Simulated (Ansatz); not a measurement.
Input

```
crystal:
  periodic: [false, false, false]
  atoms:
    - { symbol: Si, position_ang: [0.0, 0.0, 0.0] }
    - { symbol: Cl, position_ang: [0.0, 0.0, 2.48] }
    - { symbol: H, position_ang: [1.3768, 0.0, -0.4862] }
    - { symbol: H, position_ang: [-0.6877, 1.1914, -0.4862] }
    - { symbol: H, position_ang: [-0.6877, -1.1914, -0.4862] }
    - { symbol: Br, position_ang: [-2.4768, 0.0, 0.823] }
    - { symbol: H, position_ang: [-1.4158, 0.0, 2.0742] }
basis:
  gaussian: { orbitals: def2-SVP }
hamiltonian:
  xc: pbe
relax:
  f_tol: 0.15
  max_steps: 25
  restrain:
    - { distance: [0, 5], at: 2.31, k: 30.0 }
    - { distance: [6, 1], at: 1.37, k: 30.0 }
    - { distance: [0, 1], at: 3.33, k: 30.0 }
    - { distance: [6, 5], at: 2.75, k: 30.0 }
output:
  orbitals: {}
```

Run with:

```sh
ansatz run input.yaml --threads 2 --pin off --max-ram 3072MiB --backend cpu --events-out ev --progress --plain --runs-dir out
```

The fields are those of the run's last geometry, not of the input's.

Not at a stationary point (largest force 1.2 eV/Å).

The calculation used RKS PBE/def2-SVP in Ansatz 0.2.0.

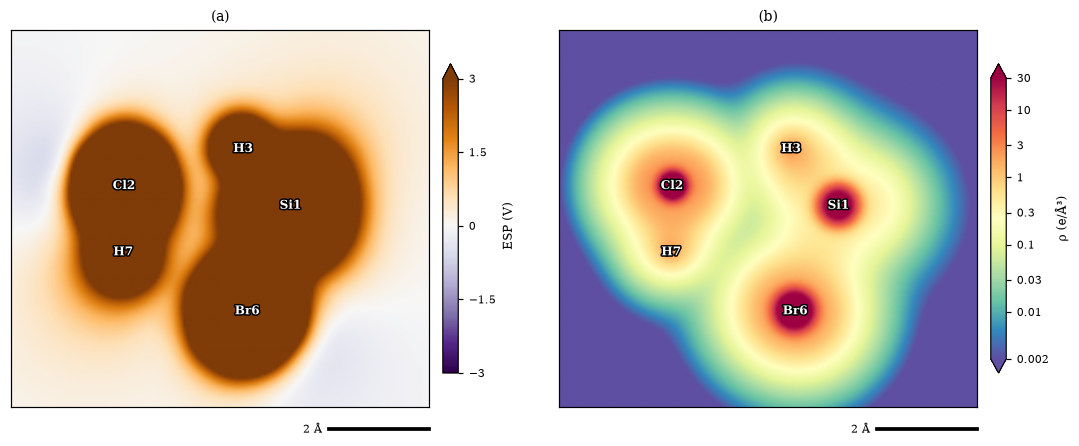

BrH3Si···HCl. (a) molecular electrostatic potential; (b) total electron density on the plane of atoms H3, Si1 and Br6.

What do the fields say about this system?

- The plane passes through Si, Cl, H and Br nuclei.
- Cl2···H3 (2.48 Å): the density falls to about 0.13 e/Å³ on the way.
- Si–Br (2.30 Å): ρ is about 0.66 e/Å³ halfway, with its minimum of 0.51 e/Å³ about 0.8 Å from Si.
- Cl–H (1.34 Å): the density is about 1.8 e/Å³ at the midpoint.
- Si–H (1.48 Å): ρ is about 0.8 e/Å³ halfway.
- Outside the dense part of the complex the potential is most negative (−0.5 V) near Cl2.
